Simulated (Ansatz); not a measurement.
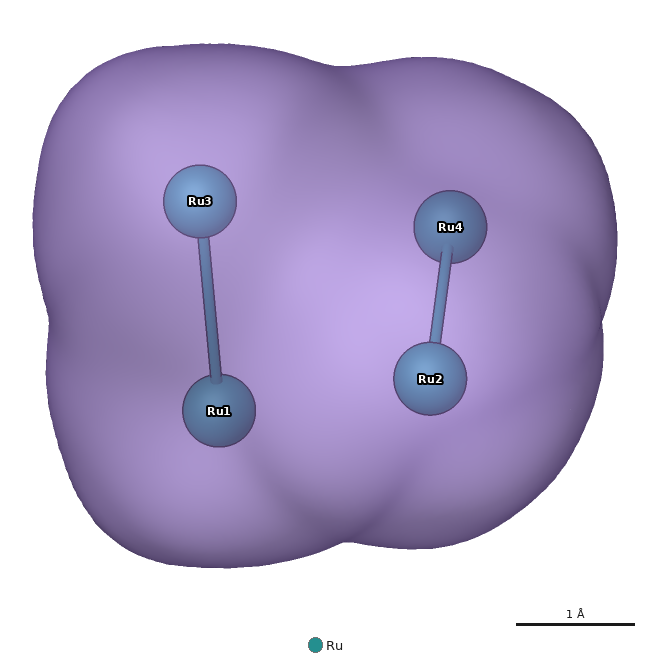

Ru$_{2}$···Ru$_{2}$. Isosurface of the electron density at 0.1 e/Å³ (purple), seen across its widest extent.

Geometry: PBE0-D4/def2-SVP; core potentials replace the inner electrons of Ru.

These are results of Ansatz, RKS PBE0-D4/def2-TZVP, not measurements.

```yaml
atoms:
  - { symbol: Ru, position_ang: [0.1530, -0.6859, -1.2954] }
  - { symbol: Ru, position_ang: [0.2980, 1.4436, 0.0194] }
  - { symbol: Ru, position_ang: [0.9209, -0.8727, 0.7503] }
  - { symbol: Ru, position_ang: [-1.3718, 0.1151, 0.5257] }
```

Question: Which contacts does the surface bridge?

Answer: At this value the surface is in one piece. It bridges the sampled Ru···Ru (2.51 Å) and Ru–Ru (2.19 Å) contacts, where the density stays above the isovalue. On the grid the lowest density along these lines, outside the cores, is 0.53 e/Å³ (Ru···Ru, 2.51 Å) and 0.97 e/Å³ (Ru–Ru, 2.19 Å).
